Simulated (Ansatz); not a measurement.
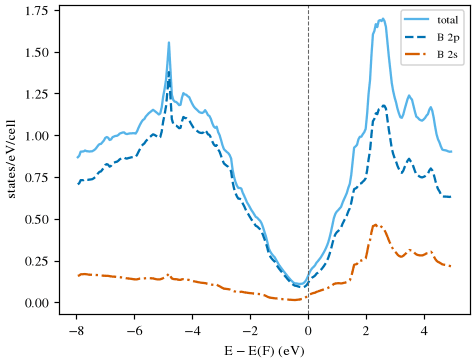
*Total and projected density of states of B in space group Cmce (No. 64; B on 8f), plane-wave PAW PBE (Ansatz code)*

### Question
Which orbitals carry the states next to the Fermi level?

### Answer
Within 0.5 eV of the Fermi level: B 2p 76 %, B 2s 23 %. Projections are on Löwdin-orthogonalised atomic valence shells; empty p or d shells of many metals are not among them.

### Question
Where is the tallest occupied peak in this window, and what makes it?

### Answer
Near -4.8 eV, about 1.6 states/eV per cell; the largest projected share is B 2p.

The start of the workflow was typed in or built on a structure type; neither database checked (COD, Materials Project) lists it. It is not the phase usual at ambient conditions (space group No. 166). The cell was relaxed with PBE under the symmetry of its start; whether a distortion lowers the energy is not shown.

Potentials: the later of the program's two PAW sets.
